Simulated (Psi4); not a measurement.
Single-point calculation of AlNH3O

AlNH3O, multiplicity 2, computed with PBE0/cc-pVDZ, UKS (Psi4 1.11).

The geometry comes from this level: PBE0-D4/def2-TZVP.

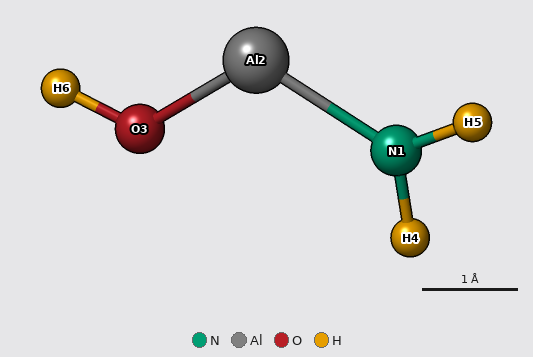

The structure (ball-and-stick view, seen at a tilt; atoms are numbered from 1 in the order of the input). Sticks mark near contacts.

Key numbers

| quantity | value |
| --- | --- |
| outcome | converged |
| total energy | −373.993331 hartree |
| basis functions | 61 |
| ⟨S²⟩ | 0.752 |
| dipole moment | 0.70 D |
| hardware | 1 thread of INTEL XEON PLATINUM @ 2.30GHz (Emerald Rapids), 24 GiB of memory available, shared host |
| wall time | 3.9 s |
| peak memory | 0.45 GiB |

The input (alh3no.dat)
```
memory 1600 mb

molecule {
  0 2
  N     -0.923900     0.240200    -0.760800
  Al     0.595200     0.601300     0.070700
  O      1.194100    -0.618500     1.101200
  H     -1.434300    -0.623600    -0.657200
  H     -1.394700     0.861600    -1.396800
  H      2.005700    -0.525100     1.596800
  units angstrom
  symmetry c1
}

set basis cc-pVDZ
set reference uks
set scf_type df
set guess sadno

energy('pbe0')
```

Run as:
```bash
psi4 -i alh3no.dat -o alh3no.out -n 1
```

The program's output
```
Psi4 1.11 release

   => Loading Basis Set <=

    Name: CC-PVDZ
    Role: ORBITAL
    Keyword: BASIS

         ---------------------------------------------------------
                                   SCF
                              UKS Reference
                        1 Threads,   1525 MiB Core
         ---------------------------------------------------------

  ==> Geometry <==

    Molecular point group: c1
    Full point group: C1

    Geometry (in Angstrom), charge = 0, multiplicity = 2:

       Center              X                  Y                   Z               Mass
    ------------   -----------------  -----------------  -----------------  -----------------
         N           -1.280411442031     0.083452239351    -0.900907630127    14.003074004430
         AL           0.238688557969     0.444552239351    -0.069407630127    26.981538530000
         O            0.837588557969    -0.775247760649     0.961092369873    15.994914619570
         H           -1.790811442031    -0.780347760649    -0.797307630127     1.007825032230
         H           -1.751211442031     0.704852239351    -1.536907630127     1.007825032230
         H            1.649188557969    -0.681847760649     1.456692369873     1.007825032230

  Running in c1 symmetry.

  Rotational constants: A =      1.20143  B =      0.21392  C =      0.18159 [cm^-1]
  Rotational constants: A =  36018.08450  B =   6413.10815  C =   5443.82226 [MHz]
  Nuclear repulsion =   93.731213434316217

  Charge       = 0
  Multiplicity = 2
  Electrons    = 31
  Nalpha       = 16
  Nbeta        = 15

  ==> Algorithm <==

  SCF Algorithm Type is DF.
  DIIS enabled.
  MOM disabled.
  Fractional occupation disabled.
  Guess Type is SADNO.
  Energy threshold   = 1.00e-06
  Density threshold  = 1.00e-06
  Integral threshold = 1.00e-12

  ==> Primary Basis <==

  Basis Set: CC-PVDZ
    Blend: CC-PVDZ
    Number of shells: 29
    Number of basis functions: 61
    Number of Cartesian functions: 64
    Spherical Harmonics?: true
    Max angular momentum: 2

  ==> DFT Potential <==

   => LibXC <=

    Version 7.1.2

   => Composite Functional: PBE0 <=

    PBE0 Hyb-GGA Exchange-Correlation Functional

    Deriv               =              1
    GGA                 =           TRUE
    Meta                =          FALSE

    Exchange Hybrid     =           TRUE
    MP2 Hybrid          =          FALSE

   => Exchange Functionals <=

    0.7500   Perdew, Burke & Ernzerhof

   => Exact (HF) Exchange <=

    0.2500               HF

   => Correlation Functionals <=

    1.0000   Perdew, Burke & Ernzerhof

   => LibXC Density Thresholds  <==

    XC_HYB_GGA_XC_PBEH:  1.00E-15

   => Molecular Quadrature <=

    Radial Scheme          =       TREUTLER
    Pruning Scheme         =           NONE
    Nuclear Scheme         =       TREUTLER

    Blocking Scheme        =         OCTREE
    BS radius alpha        =              1
    Pruning alpha          =              1
    Radial Points          =             75
    Spherical Points       =            302
    Total Points           =         131029
    Total Blocks           =           1035
    Max Points             =            256
    Max Functions          =             61
    Weights Tolerance      =       1.00E-15

   => Loading Basis Set <=

    Name: (CC-PVDZ AUX)
    Role: JKFIT
    Keyword: DF_BASIS_SCF

  ==> Integral Setup <==

  DFHelper Memory: AOs need 0.010 GiB; user supplied 0.926 GiB.
  SCF_SUBTYPE=INCORE selected. In-core MEM_DF algorithm will be used.
  Using in-core AOs.

  ==> MemDFJK: Density-Fitted J/K Matrices <==

    J tasked:                   Yes
    K tasked:                   Yes
    wK tasked:                   No
    Memory [MiB]:               948
    Algorithm:                 Core
    Schwarz Cutoff:           1E-12
    Mask sparsity (%):       0.0000
    Fitting Condition:        1E-10

   => Auxiliary Basis Set <=

  Basis Set: (CC-PVDZ AUX)
    Blend: CC-PVDZ-JKFIT
    Number of shells: 111
    Number of basis functions: 321
    Number of Cartesian functions: 367
    Spherical Harmonics?: true
    Max angular momentum: 3

  Cached 100.0% of DFT collocation blocks in 0.191 [GiB].

  Minimum eigenvalue in the overlap matrix is 1.7933243069E-02.
  Reciprocal condition number of the overlap matrix is 3.9834234891E-03.
    Using symmetric orthogonalization.

  ==> Pre-Iterations <==

   -------------------------------------------------------
    Irrep   Nso     Nmo     Nalpha   Nbeta   Ndocc  Nsocc
   -------------------------------------------------------
     A         61      61      16      15      15       1
   -------------------------------------------------------
    Total      61      61      16      15      15       1
   -------------------------------------------------------

  ==> Iterations <==

                           Total Energy        Delta E     RMS |[F,P]|

   @DF-UKS iter   1:  -373.21801810259478   -3.73218e+02   2.36057e-02 DIIS/ADIIS
   @DF-UKS iter   2:  -373.86830670440366   -6.50289e-01   8.66382e-03 DIIS/ADIIS
   @DF-UKS iter   3:  -373.80590276385533    6.24039e-02   1.02270e-02 DIIS/ADIIS
   @DF-UKS iter   4:  -373.99174145504566   -1.85839e-01   9.40635e-04 DIIS/ADIIS
   @DF-UKS iter   5:  -373.99325762292119   -1.51617e-03   2.19182e-04 DIIS/ADIIS
   @DF-UKS iter   6:  -373.99328410152157   -2.64786e-05   1.77277e-04 DIIS/ADIIS
   @DF-UKS iter   7:  -373.99333058786220   -4.64863e-05   1.10255e-05 DIIS
   @DF-UKS iter   8:  -373.99333092530571   -3.37444e-07   3.03611e-06 DIIS
   @DF-UKS iter   9:  -373.99333095565930   -3.03536e-08   9.31129e-07 DIIS
  Energy and wave function converged.

  ==> Post-Iterations <==

   Electrons on quadrature grid:
      Nalpha   =   16.0000183406 ; deviation = 1.834e-05
      Nbeta    =   15.0000183700 ; deviation = 1.837e-05
      Ntotal   =   31.0000367107 ; deviation = 3.671e-05

   @Spin Contamination Metric:   2.235043451E-03
   @S^2 Expected:                7.500000000E-01
   @S^2 Observed:                7.522350435E-01
   @S   Expected:                5.000000000E-01
   @S   Observed:                5.000000000E-01

    Orbital Energies [Eh]
    ---------------------

    Alpha Occupied:

       1A    -56.166195     2A    -19.191937     3A    -14.357741
       4A     -4.182869     5A     -2.713419     6A     -2.713358
       7A     -2.709576     8A     -0.991548     9A     -0.841998
      10A     -0.508981    11A     -0.480482    12A     -0.419674
      13A     -0.357570    14A     -0.325413    15A     -0.260563
      16A     -0.203833

    Alpha Virtual:

      17A     -0.002751    18A      0.042368    19A      0.059177
      20A      0.127187    21A      0.147241    22A      0.153186
      23A      0.208659    24A      0.234907    25A      0.299862
      26A      0.307214    27A      0.319396    28A      0.320067
      29A      0.366590    30A      0.533574    31A      0.581976
      32A      0.672687    33A      0.684542    34A      0.735387
      35A      0.834529    36A      0.896426    37A      1.000153
      38A      1.044826    39A      1.089449    40A      1.178337
      41A      1.228284    42A      1.312979    43A      1.391909
      44A      1.450378    45A      1.512741    46A      1.674286
      47A      1.786872    48A      1.949451    49A      2.034387
      50A      2.083678    51A      2.147365    52A      2.184191
      53A      2.269226    54A      2.430521    55A      2.675092
      56A      2.764743    57A      2.808896    58A      2.949461
      59A      2.962771    60A      2.985877    61A      3.696132

    Beta Occupied:

       1A    -56.163606     2A    -19.189160     3A    -14.355959
       4A     -4.178344     5A     -2.710339     6A     -2.707656
       7A     -2.705744     8A     -0.984778     9A     -0.838951
      10A     -0.505456    11A     -0.477099    12A     -0.408716
      13A     -0.340082    14A     -0.323007    15A     -0.259964

    Beta Virtual:

      16A     -0.074704    17A      0.029500    18A      0.061319
      19A      0.070560    20A      0.137138    21A      0.152625
      22A      0.165520    23A      0.245206    24A      0.255149
      25A      0.311420    26A      0.334995    27A      0.350487
      28A      0.353158    29A      0.384128    30A      0.553803
      31A      0.588312    32A      0.677761    33A      0.688774
      34A      0.743780    35A      0.835956    36A      0.903397
      37A      1.008189    38A      1.047060    39A      1.097455
      40A      1.179078    41A      1.233163    42A      1.316979
      43A      1.392806    44A      1.453213    45A      1.515369
      46A      1.677664    47A      1.789484    48A      1.954309
      49A      2.038024    50A      2.085600    51A      2.149626
      52A      2.186587    53A      2.270661    54A      2.434164
      55A      2.682266    56A      2.772200    57A      2.811161
      58A      2.950352    59A      2.965538    60A      2.992888
      61A      3.698437

    Final Occupation by Irrep:
              A
    DOCC [    15 ]
    SOCC [     1 ]
    NA   [    16 ]
    NB   [    15 ]

  @DF-UKS Final Energy:  -373.99333095565930

   => Energetics <=

    Nuclear Repulsion Energy =             93.7312134343162171
    One-Electron Energy =                -703.9795755464481317
    Two-Electron Energy =                 262.8350449320412849
    DFT Exchange-Correlation Energy =     -26.5800137755686947
    Empirical Dispersion Energy =           0.0000000000000000
    VV10 Nonlocal Energy =                  0.0000000000000000
    Total Energy =                       -373.9933309556593031

  UHF NO Occupations:
  HONO-2 :   14  A 1.9996402
  HONO-1 :   15  A 1.9993297
  HONO-0 :   16  A 1.0000000
  LUNO+0 :   17  A 0.0006703
  LUNO+1 :   18  A 0.0003598
  LUNO+2 :   19  A 0.0000565
  LUNO+3 :   20  A 0.0000099

Computation Completed

Properties will be evaluated at   0.000000,   0.000000,   0.000000 [a0]

Properties computed using the SCF density matrix

 Multipole Moments:

 ------------------------------------------------------------------------------------
     Multipole            Electronic (a.u.)      Nuclear  (a.u.)        Total (a.u.)
 ------------------------------------------------------------------------------------

 L = 1.  Multiply by 2.5417464519 to convert [e a0] to [Debye]
 Dipole X            :          1.9959420           -1.9880953            0.0078467
 Dipole Y            :          1.3729490           -1.1262401            0.2467089
 Dipole Z            :          0.6290187           -0.7510462           -0.1220275
 Magnitude           :                                                    0.2753499

 ------------------------------------------------------------------------------------

	total time  =          3 seconds =       0.05 minutes

    Psi4 run time: 0:00:02.85
```
